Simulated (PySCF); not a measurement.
# C₂H₆, SMILES `CC`: electronic structure

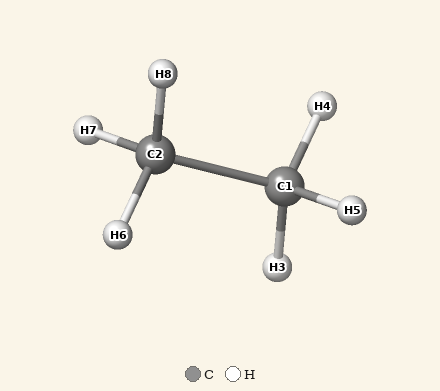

The molecule, with its atoms numbered as below. No frequency check shows the geometry to be a minimum.

Geometry (Å), atoms numbered from 1:

```
C1      -0.7607    0.0000    0.0000
C2       0.7607    0.0000    0.0000
H3      -1.1438    0.3852   -0.9424
H4      -1.1435   -1.0090    0.1375
H5      -1.1438    0.6235    0.8048
H6       1.1437    1.0083   -0.1405
H7       1.1437   -0.6258   -0.8030
H8       1.1437   -0.3825    0.9435
```

## 1. Bonding charge

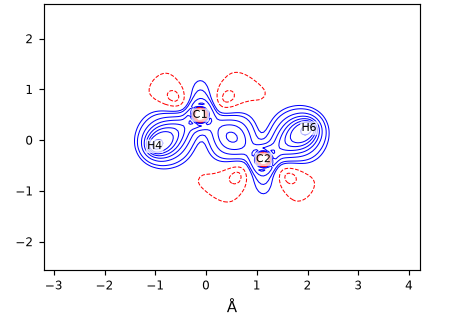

Deformation density (molecule less spherical, spin-averaged free atoms) in the plane of C1, C2, H4 and H6; contours at ±0.05 to ±0.8 e/Å³; solid blue lines: gain, dashed red lines: loss.

Method: r2SCAN/6-31+G*; geometry: GFN2-xTB; program: PySCF.

Q: Describe the bonding that the map shows.

A: C2–H6 and C1–H4: +0.62 e/Å³ at the bond critical point (bond length 1.09 Å). C1–C2: +0.42 e/Å³ at the bond critical point (bond length 1.52 Å). In all, 1.4 electrons gather in the regions of gain relative to the promolecule.

## 2. Bond critical points

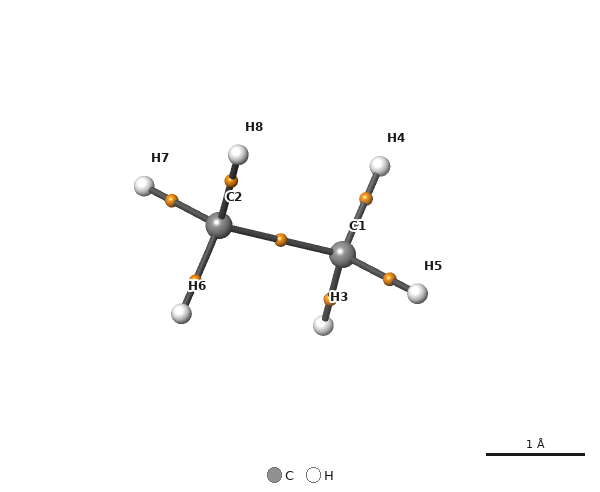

Molecular graph of the electron density (QTAIM): bond paths, bond critical points (orange), ring points (yellow, if any); weak paths are dashed.

Q: How many critical points of each kind are there, and does the count close?

A: 8 nuclei, 7 bond, 0 ring and 0 cage critical points: 8 − 7 + 0 − 0 = 1, as the Poincaré–Hopf relation requires.

Q: What does the calculation give at each kind of bond critical point?

A:
| bond | length (Å) | ρ (a.u.) | ∇²ρ (a.u.) | ε | H (a.u.) |
| --- | --- | --- | --- | --- | --- |
| C1–H3 (6 alike) | 1.088 | 0.272 | −0.90 | 0.01 | −0.267 |
| C1–C2 | 1.521 | 0.243 | −0.54 | 0.00 | −0.192 |

Q: What kind of interaction is C1–C2?

A: Shared-shell (covalent): ρ = 0.243, ∇²ρ = −0.54, H = −0.192 a.u.

## 3. Local ionisation energy

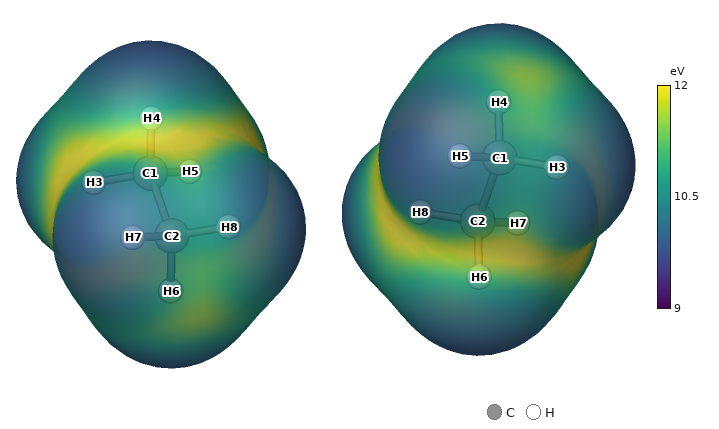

Average local ionisation energy on the surface of electron density 0.001 a.u. (back view left, front view right).

Q: Where are the most loosely bound electrons on this surface?

A: The lowest value is 9.8 eV, 1.4 Å from H7, and at like points elsewhere. For comparison, the highest occupied orbital lies at −8.5 eV.

## 4. Excited states

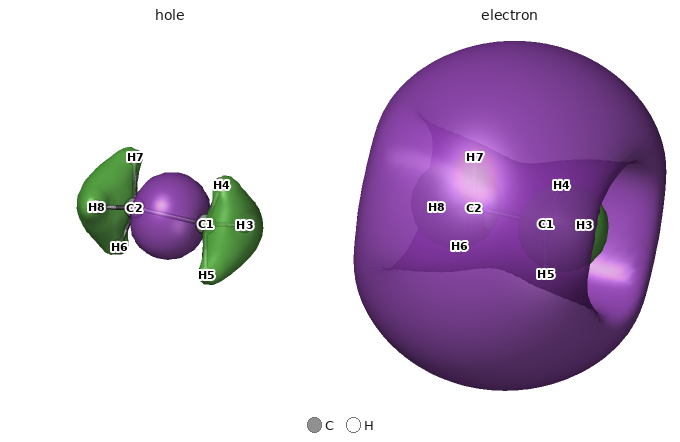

Leading natural transition orbital pair of T₃ (TDA triplet states); the surfaces enclose about 70 % of each orbital's density.

PySCF calculation, CAM-B3LYP/6-311+G**, gas phase; geometry: GFN2-xTB.

Q: Where does the state lie, and where do hole and electron sit?

A: 9.33 eV (133 nm), spin-forbidden from the singlet ground state, diffuse (Rydberg-like) orbital; the leading pair carries 98 %; hole on C1 and C2 (36 % each), electron on C1 and C2 (19 % each) and H3, H4, H5, H6, H7 and H8 (10 % each) (atom shares of so diffuse an orbital are rough); their centroids lie 0.0 Å apart. In canonical orbitals it is mainly HOMO−2 → LUMO (92 %). The HOMO–LUMO gap is 12.15 eV.

The PySCF runs shown took 4.7 s and 95 s on 1 thread of Arm Neoverse V2, on a shared host.
